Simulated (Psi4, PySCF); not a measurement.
Approach curve of the dimer CH4 ··· C3H6 (SMILES C and C1CC1). Monomers: optimised at B3LYP-D3(BJ) (def2-TZVP), held rigid. Orientation: a random orientation, not optimised. Only R, the distance of the centres of mass, is varied, so the lowest point isn't the relaxed dimer.

Geometry at R = 4.40 Å (first 5 atoms: monomer A):
```
14

C      0.0000     0.0000     0.0000
H     -0.7229    -0.0529    -0.8130
H      0.4033     1.0098     0.0621
H     -0.4904    -0.2535     0.9389
H      0.8099    -0.7035    -0.1881
C      2.0708     0.8296     3.0315
C      3.2278     0.2083     3.7634
C      1.8255     0.0105     4.2681
H      1.9436     1.9016     3.0980
H      1.7869     0.4074     2.0771
H      3.7266    -0.6343     3.3042
H      3.8833     0.8600     4.3251
H      1.3756    -0.9660     4.1502
H      1.5323     0.5283     5.1712
```

Computed with: HF/aug-cc-pVDZ, counterpoise-corrected (Psi4); RHF/3-21G = PySCF with restricted Hartree-Fock/3-21G, no counterpoise correction; PBE-D3(BJ)/def2-TZVP, counterpoise-corrected (Psi4); RKS-B3LYP/LANL2DZ = PySCF 2.14.0 with restricted B3LYP/LANL2DZ, no counterpoise correction; RKS-B3LYP/6-31G* = restricted B3LYP/6-31G*, spherical d, no counterpoise correction in PySCF.

Interaction energies in kcal/mol (negative: bound); R is the distance of the centres of mass, d the H3···H10 distance.

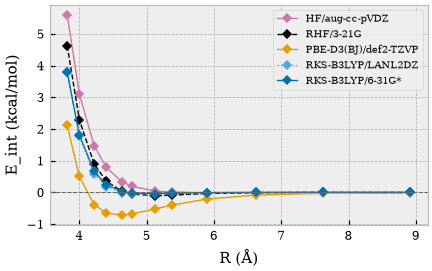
Figure: Interaction energy against separation.

| R / Å | d / Å | HF/aug-cc-pVDZ | RHF/3-21G | PBE-D3(BJ)/def2-TZVP | RKS-B3LYP/LANL2DZ | RKS-B3LYP/6-31G* |
|---|---|---|---|---|---|---|
| 3.82 | 1.98 | 5.61 | 4.63 | 2.12 | 3.79 | 3.79 |
| 4.00 | 2.14 | 3.11 | 2.30 | 0.50 | 1.77 | 1.82 |
| 4.22 | 2.35 | 1.48 | 0.90 | -0.38 | 0.59 | 0.66 |
| 4.40 | 2.52 | 0.79 | 0.36 | -0.65 | 0.17 | 0.24 |
| 4.63 | 2.74 | 0.34 | 0.04 | -0.72 | -0.02 | 0.03 |
| 4.78 | 2.88 | 0.19 | -0.05 | -0.68 | -0.06 | -0.02 |
| 5.13 | 3.22 | 0.04 | -0.11 | -0.52 | -0.05 | -0.04 |
| 5.37 | 3.45 | 0.01 | -0.09 | -0.40 | -0.03 | -0.03 |
| 5.90 | 3.97 | -0.01 | -0.03 | -0.21 | -0.01 | -0.01 |
| 6.63 | 4.69 | 0.00 | -0.01 | -0.08 | 0.00 | 0.00 |
| 7.62 | 5.66 | 0.00 | 0.00 | -0.03 | 0.00 | 0.00 |
| 8.92 | 6.95 | 0.00 | 0.00 | -0.01 | 0.00 | 0.00 |

Lowest grid point: HF/aug-cc-pVDZ -0.01 kcal/mol at R = 5.90 Å; RHF/3-21G -0.11 kcal/mol at R = 5.13 Å; PBE-D3(BJ)/def2-TZVP -0.72 kcal/mol at R = 4.63 Å; RKS-B3LYP/LANL2DZ -0.06 kcal/mol at R = 4.78 Å; RKS-B3LYP/6-31G* -0.04 kcal/mol at R = 5.13 Å.
